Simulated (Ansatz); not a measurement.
# BFH3NO2Si: the cost of one run

All numbers below are computed with Ansatz 0.2.0 (RKS B3LYP-D4/def2-SVP).

## 1. The system as given

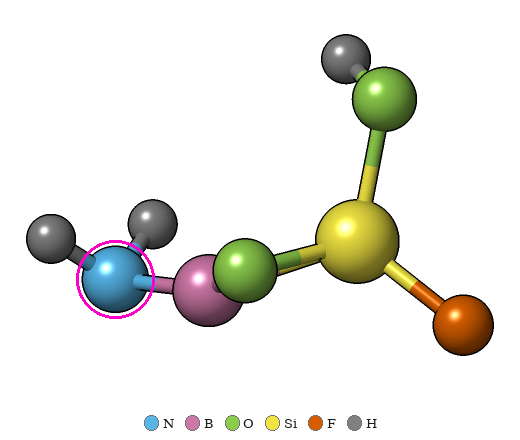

Start, viewed from a chosen angle; nitrogen blue, boron pink, oxygen green, silicon yellow, fluorine orange, hydrogen grey. Ringed: N1.

Structure file:

```xyz
9

N     0.5739   -2.0690   -0.1440
B     0.7187   -0.5427   -0.4141
O     1.2350    0.7460    0.0220
Si   -0.1757    1.2124   -0.5057
O    -1.1605    1.7311    0.8308
F    -0.0536    2.3204   -1.7636
H     1.0408   -2.2393    0.7452
H    -0.4569   -2.1514    0.0042
H    -1.6332    0.9463    1.2081
```

## 2. Relaxing end A

File input.yaml:

```yaml
crystal:
  periodic: [false, false, false]
  atoms:
    - { symbol: "N", position_ang: [0.5739, -2.069, -0.144] }
    - { symbol: B, position_ang: [0.7187, -0.5427, -0.4141] }
    - { symbol: O, position_ang: [1.235, 0.746, 0.022] }
    - { symbol: Si, position_ang: [-0.1757, 1.2124, -0.5057] }
    - { symbol: O, position_ang: [-1.1605, 1.7311, 0.8308] }
    - { symbol: F, position_ang: [-0.0536, 2.3204, -1.7636] }
    - { symbol: H, position_ang: [1.0408, -2.2393, 0.7452] }
    - { symbol: H, position_ang: [-0.4569, -2.1514, 0.0042] }
    - { symbol: H, position_ang: [-1.6332, 0.9463, 1.2081] }
basis:
  gaussian: { orbitals: def2-SVP }
hamiltonian:
  xc: b3lyp
  dispersion: d4
relax:
  f_tol: 0.015
  max_steps: 40
output:
  orbitals: {}
```

On the command line:

```console
> ansatz run input.yaml --threads 2 --pin off --max-ram 3072MiB --backend cpu --events-out ev --progress --plain --runs-dir out
```

What time and memory should one allow on 2 threads of Arm Neoverse V1, shared host?

About 44 s, with a peak of 0.22 GiB.
